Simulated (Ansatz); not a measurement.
## Carrier doping in BeS

Base system: BeS in the zinc blende structure (space group F-43m, No. 216).

```
CELL_PARAMETERS angstrom
      0.00000     2.43428     2.43428
      2.43428     0.00000     2.43428
      2.43428     2.43428     0.00000
ATOMIC_POSITIONS crystal
  S  0.75000 0.75000 0.75000
  Be 0.00000 0.00000 0.00000
```

Carriers are added at fixed cell with a uniform background; the Fermi–Dirac width is that of 300 K.

Calculations: DFT with r2SCAN, PAW potentials and a 500 eV plane-wave cutoff in Ansatz (an electronic-structure program), no spin-orbit coupling.

Notes on the quantities. Fermi level from band edge: Fermi level relative to the doped band's edge (positive inside the band; to 0.05 eV).

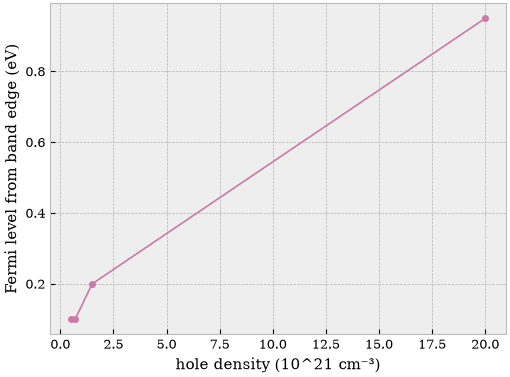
Figure. Fermi level from band edge against hole density

| hole density (10^21 cm⁻³) | Fermi level from band edge |
|---|---|
| 0.5 | +0.10 eV |
| 0.7 | +0.10 eV |
| 1.5 | +0.20 eV |
| 20 | +0.95 eV |

Charged cell with a jellium background: band edges are those of the host's band count, energies are not comparable with the neutral cell, and many-body gap narrowing is missing. No phonon test of stability was made.
